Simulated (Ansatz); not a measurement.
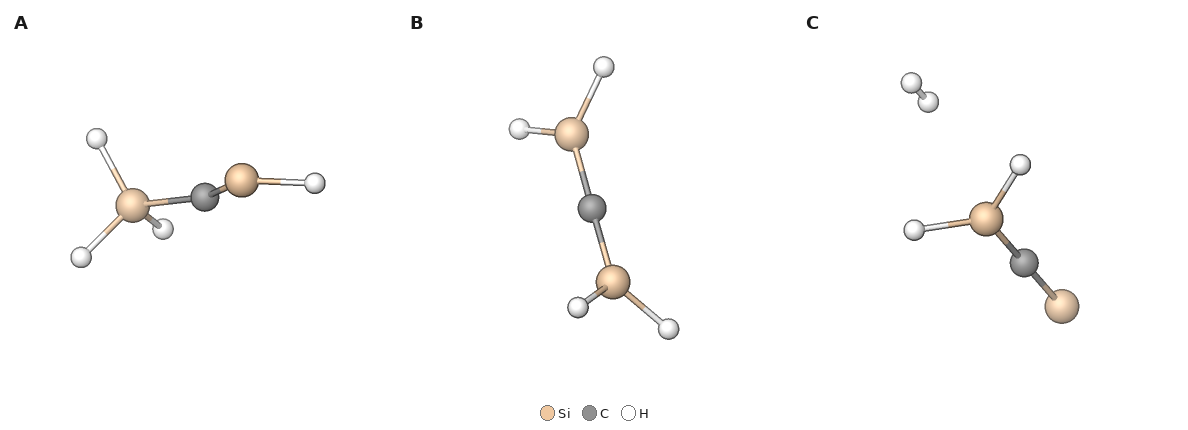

3 stationary structures of one formula. Geometries: PBE0-D4/def2-TZVP. Electronic energies: RHF-CCSD(T) (frozen core)/def2-TZVPP (Ansatz 0.2.0), without zero-point energy. No frequency run is at hand to confirm each as a minimum. Each is one conformer, not always the lowest.

### Which is lowest in energy, and by how much?

B is lowest (D2d); A lies 0.411 eV above it (Cs), C lies 0.891 eV above it (Cs).
